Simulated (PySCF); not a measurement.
Molecule: Ti(I)4, I₄Ti, SMILES [I][Ti]([I])([I])[I]. Atoms near the plane z = 0.6 Å, at the PBE0/def2-SVP optimised geometry (x, y, z in Å): Ti1 (-0.8, -1.2, 0.0), I3 (1.7, -1.2, 0.0), I5 (-1.7, 1.2, 0.0).

Level of theory: PBE0/def2-TZVP, def2 effective core potentials past Kr (PySCF). The core electrons that the potentials of I replace are not part of the density. The values are rescaled to run from 0 to 1.

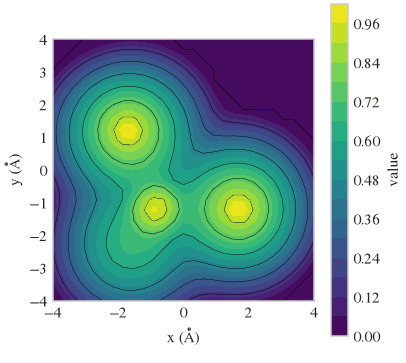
Figure. a field on the plane z = 0.6 Å.

Which quantity is mapped?
A. Laplacian of the electron density
B. electrostatic potential
C. log10 of the electron density
D. deformation density (molecule minus spherical neutral atoms)

C, log10 of the electron density. In full: log10 of the electron density (e/bohr³), floored at −4.
